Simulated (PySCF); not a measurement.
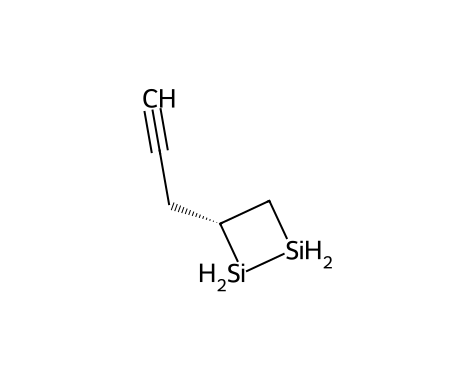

The computed structure is the end point of a GFN2-xTB optimisation. No frequency run is at hand to confirm it as a minimum. Level of theory: PBE0/def2-SVPD, gas phase (PySCF 2.14.0). Excitations: vertical, linear response.

### Estimate the HOMO energy (Kohn–Sham orbital).

−7.51 eV.

### Estimate the mean static polarisability.

109.8 bohr³.

### What is the brightest of the 8 lowest singlets?

6.56 eV.

### Estimate the LUMO energy (Kohn–Sham orbital).

−0.07 eV.

The geometry is semi-empirical. Around Si such bond lengths and angles can be off by a tenth of an ångström or more and by several degrees, and values that hang on the shape move with them.
